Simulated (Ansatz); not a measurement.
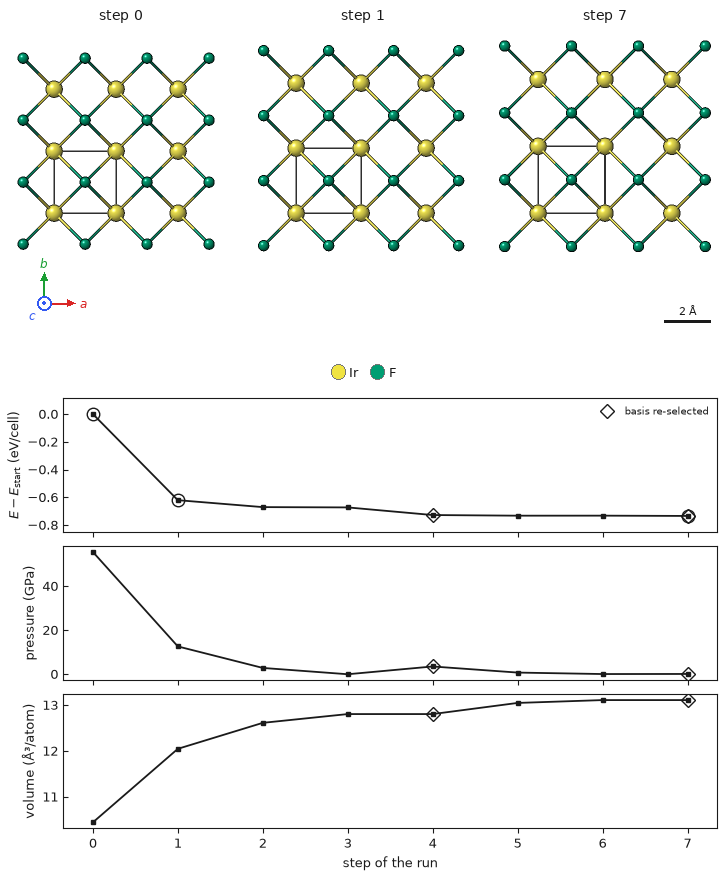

Frames of a relaxation of solid IrF (a generated structure, set up in Pm-3m) (coarse preliminary run), marked on the history of the run. The picture is a ball-and-stick view of the cell of the calculation, repeated 2 × 2 × 1 with one cell outlined, seen along the c axis.

Computed with Ansatz 0.2.0, DFT PBE, scalar-relativistic, plane waves, PAW.

Input file:
```yaml
crystal:
  lattice:
    - [2.75386565, 0.0, 0.0]
    - [0.0, 2.75386565, 0.0]
    - [0.0, 0.0, 2.75386565]
  atoms:
    - { symbol: Ir, position: [0.0, 0.0, 0.0], spin: 1.0 }
    - { symbol: F, position: [0.5, 0.5, 0.5] }
basis:
  ecutwfc: 420
kpoints:
  mp_grid: { grid: [6, 6, 6] }
hamiltonian:
  xc: pbe
scf:
  occupations: { method: gaussian, width: 0.1 }
  lower_state_search: "off"
output:
  forces: true
  stress: true
  eigenvalues: true
  populations: true
magnetization:
  spin_polarized: true
relax:
  adjacent_minimum: "off"
  f_tol: 0.04
  max_steps: 70
  cell: { stress_tol: 0.4 }
```

Command:
```bash
ansatz run input.yaml --threads 1 --pin off --max-ram 2560MiB --backend cpu --events-out ev --progress --plain --runs-dir out
```

What happens along the run?

Answer. The energy falls by 0.735 eV per cell of the calculation in 5 accepted moves (7 points after the start). All forces vanish by symmetry, so only the cell relaxes. The pressure goes from 55.52 to 0.06 GPa. The SCF was repeated twice at an unchanged geometry on a basis and grid sized afresh for the cell, which shifted the energy by 55.0 meV per cell of the calculation at most. The atoms keep their places relative to the cell (all moves are under 0.005 Å). The volume changes by +25.5 %, with a = b = c 2.754 → 2.971 Å (+7.9 %). Among the contacts that change: Ir1–Ir1 2.754 → 2.971 Å, Ir1–F2 2.385 → 2.573 Å. The space group stays Pm-3m (No. 221). From step 0 to 1: volume +15.3 %, energy −0.621 eV per cell of the calculation. From step 1 to 7: volume +8.8 %, energy −0.114 eV per cell of the calculation.

Limits of the set-up: the k-point mesh is coarse for a cell with partly filled bands.
